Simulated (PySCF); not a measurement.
## Geometry relaxation, with input and output: C₃HF₃

- system: C₃HF₃, SMILES C#CC(F)(F)F
- method: PBE0-D3(BJ)/def2-SVP geometry optimisation, gas phase (PySCF 2.14.0)

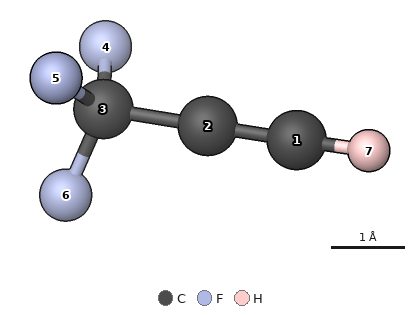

**Figure 1.** The input geometry (ball-and-stick view, seen at a tilt; atoms are numbered from 1 in the order of the input). Bond lengths as drawn: C–C 1.26 to 1.49 Å, C–F 1.30 to 1.36 Å and C–H 1.06 Å.

Summary:

| quantity | value |
| --- | --- |
| outcome | converged |
| total energy | −413.641316 hartree |
| dipole moment | 2.22 D |
| point group | C3v |
| hardware | 1 CPU thread, shared host |
| wall time | 18 s |
| peak memory | 0.41 GiB |

Input:
```
{"job": {"xc": "PBE0", "basis": "def2-SVP", "d3": "d3bj", "grid": 1, "shake": 0.03, "kind": "geom"}, "charge": 0, "multiplicity": 1}
C      1.721620     0.353490    -0.185670
C      0.500000     0.120370     0.020310
C     -0.930030    -0.232200     0.273640
F     -1.096290    -1.378220    -0.323930
F     -1.720210     0.714340    -0.175850
F     -1.086060    -0.366580     1.619510
H      2.702820     0.686800    -0.396960
```

The first line tells a small driver script what to run in PySCF; the rest is the geometry in Å.

Run as:
```bash
OMP_NUM_THREADS=1 python <driver script> task.json out
```

Log:
```
step   0  E = -413.62844416  max force = 0.112292
step   1  E = -413.63979115  max force = 0.039498
step   2  E = -413.64079339  max force = 0.014422
step   3  E = -413.64110617  max force = 0.004313
step   4  E = -413.64125218  max force = 0.004028
step   5  E = -413.64129233  max force = 0.001838
step   6  E = -413.64131060  max force = 0.000650
step   7  E = -413.64131572  max force = 0.000428
optimisation converged
```

Trajectory as extended XYZ (Å, eV, eV/Å), 8 frames, from step=0 to step=7:
```
7
Properties=species:S:1:pos:R:3:forces:R:3 step=0 energy=-11255.40326
C     1.7216    0.3535   -0.1857   -5.7743  -0.8777   0.9046
C     0.5000    0.1204    0.0203    4.6552   1.2713  -0.6066
C    -0.9300   -0.2322    0.2736    3.2092   0.8037   1.2810
F    -1.0963   -1.3782   -0.3239   -1.5326  -0.9115  -0.2720
F    -1.7202    0.7143   -0.1759   -0.7748  -0.2889  -0.0293
F    -1.0861   -0.3666    1.6195   -0.6131  -0.0675  -1.1659
H     2.7028    0.6868   -0.3970    0.8304   0.0704  -0.1118
7
Properties=species:S:1:pos:R:3:forces:R:3 step=1 energy=-11255.71203
C     1.6232    0.5561   -0.2222    1.8715   0.7468  -0.4516
C     0.5678    0.0839    0.0663   -2.0311  -0.6029   0.4029
C    -0.8289   -0.3403    0.3091    0.1974   0.2901   0.3150
F    -1.0939   -1.4864   -0.3059   -0.0300  -0.0621   0.1068
F    -1.6742    0.5811   -0.1508    0.0084  -0.0491  -0.0940
F    -1.0853   -0.4802    1.6175    0.2099  -0.1674  -0.3771
H     2.5831    0.9838   -0.4830   -0.2262  -0.1554   0.0980
7
Properties=species:S:1:pos:R:3:forces:R:3 step=2 energy=-11255.73930
C     1.6301    0.5702   -0.2287   -0.7416  -0.4030   0.2511
C     0.5415    0.1100    0.0518    0.7017   0.5562  -0.3487
C    -0.8363   -0.3286    0.3054    0.0846  -0.0622   0.1847
F    -1.0850   -1.4882   -0.2912   -0.0732  -0.1177  -0.1605
F    -1.7104    0.5681   -0.1493    0.0337  -0.0682   0.0696
F    -1.0502   -0.4968    1.6102   -0.0402   0.0998  -0.0034
H     2.6020    0.9634   -0.4670    0.0350  -0.0048   0.0070
7
Properties=species:S:1:pos:R:3:forces:R:3 step=3 energy=-11255.74781
C     1.6252    0.5743   -0.2314   -0.1740  -0.1714   0.1118
C     0.5363    0.1256    0.0401    0.1481   0.2218  -0.1725
C    -0.8338   -0.3298    0.3052    0.0078  -0.0204   0.0923
F    -1.0819   -1.4901   -0.2957    0.0019  -0.0551  -0.0406
F    -1.7205    0.5576   -0.1398   -0.0109   0.0129   0.0065
F    -1.0383   -0.4933    1.6111   -0.0031  -0.0059   0.0110
H     2.6049    0.9537   -0.4586    0.0301   0.0180  -0.0085
7
Properties=species:S:1:pos:R:3:forces:R:3 step=4 energy=-11255.75179
C     1.6216    0.5783   -0.2351    0.2038  -0.0083   0.0150
C     0.5251    0.1500    0.0222   -0.2071   0.0049  -0.0214
C    -0.8349   -0.3270    0.3047    0.0097  -0.0382  -0.0042
F    -1.0700   -1.4917   -0.2978    0.0081   0.0213   0.0092
F    -1.7425    0.5458   -0.1270   -0.0033   0.0062   0.0090
F    -1.0194   -0.4971    1.6120   -0.0048  -0.0095   0.0093
H     2.6120    0.9396   -0.4480   -0.0064   0.0235  -0.0169
7
Properties=species:S:1:pos:R:3:forces:R:3 step=5 energy=-11255.75288
C     1.6232    0.5777   -0.2350    0.0945  -0.0228   0.0212
C     0.5190    0.1616    0.0134   -0.0875  -0.0059  -0.0041
C    -0.8358   -0.3257    0.3040   -0.0132  -0.0237  -0.0308
F    -1.0664   -1.4909   -0.3006    0.0171   0.0370   0.0304
F    -1.7530    0.5408   -0.1190   -0.0103   0.0215  -0.0103
F    -1.0118   -0.4989    1.6119    0.0119  -0.0258   0.0089
H     2.6167    0.9335   -0.4437   -0.0124   0.0196  -0.0154
7
Properties=species:S:1:pos:R:3:forces:R:3 step=6 energy=-11255.75338
C     1.6257    0.5728   -0.2318    0.0334  -0.0097   0.0086
C     0.5158    0.1666    0.0096   -0.0215  -0.0001   0.0056
C    -0.8374   -0.3232    0.3028    0.0024  -0.0221  -0.0229
F    -1.0652   -1.4877   -0.3030   -0.0041   0.0227   0.0055
F    -1.7581    0.5423   -0.1158    0.0007   0.0026   0.0051
F    -1.0079   -0.5019    1.6108   -0.0028  -0.0007   0.0050
H     2.6189    0.9291   -0.4415   -0.0082   0.0073  -0.0069
7
Properties=species:S:1:pos:R:3:forces:R:3 step=7 energy=-11255.75352
C     1.6287    0.5679   -0.2285   -0.0209  -0.0087   0.0045
C     0.5164    0.1654    0.0104    0.0220   0.0046   0.0014
C    -0.8381   -0.3221    0.3017   -0.0005  -0.0042  -0.0038
F    -1.0688   -1.4844   -0.3060   -0.0031   0.0068  -0.0037
F    -1.7566    0.5466   -0.1154    0.0019   0.0037   0.0019
F    -1.0100   -0.5026    1.6096    0.0018  -0.0011  -0.0005
H     2.6202    0.9271   -0.4408   -0.0012  -0.0012   0.0003
```

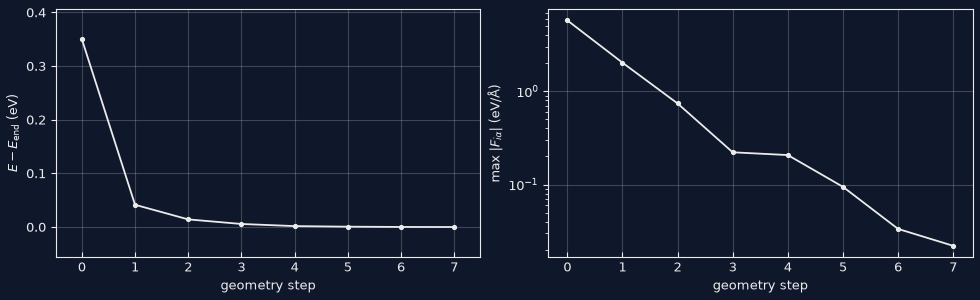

**Figure 2.** Progress of the relaxation, step by step (steps are counted from 0).

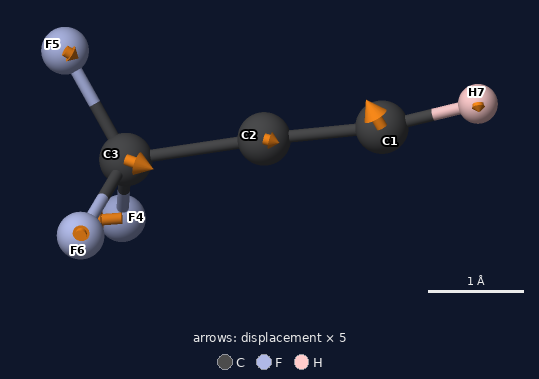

**Figure 3.** The starting structure with the displacements as orange arrows, magnified 5 times (ball-and-stick view, seen at a tilt). The two geometries are laid on each other by the best rigid fit. The atom that moves furthest after the best rigid fit is F4 (0.091 Å). By element the largest moves are F 0.091 Å, C 0.070 Å, H 0.019 Å. Distances before and after: C1–C2 1.261 → 1.207 Å, C3–F6 1.362 → 1.331 Å, C3–F4 1.303 → 1.332 Å, C2–C3 1.494 → 1.469 Å. Among the angles that change: C2–C1–H7 171.9° → 180.0°, C2–C3–F4 104.6° → 111.0°, F4–C3–F5 113.6° → 107.9°. Over 7 geometry steps the energy falls by 0.350 eV. The largest force component goes from 5.8 to 0.022 eV/Å. (Atoms are counted from 1 in the order of the input.)
